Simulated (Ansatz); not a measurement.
Consider ZnSe in the zinc blende structure (space group F-43m, No. 216; a = 5.6656 Å).

It is then changed as follows: a hydrostatic pressure of 5 GPa.

Method: r2SCAN/PAW in Ansatz (a program for electronic structure), no SOC.

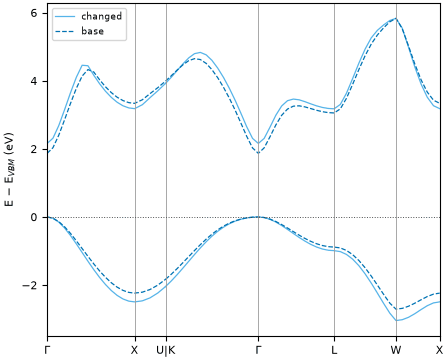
*Highest valence and lowest conduction band along the path, each from its own valence-band maximum*

The gap is 2.16 eV, direct at Γ; the base has 1.87 eV.

Load acts through the strain it causes; cell and atoms are relaxed under it. Stability against distortions was not tested. Tetrahedral semiconductors of this kind turn to denser phases somewhere between about 1 and 50 GPa; those were not computed, so compressed cells here can lie past the real transition.
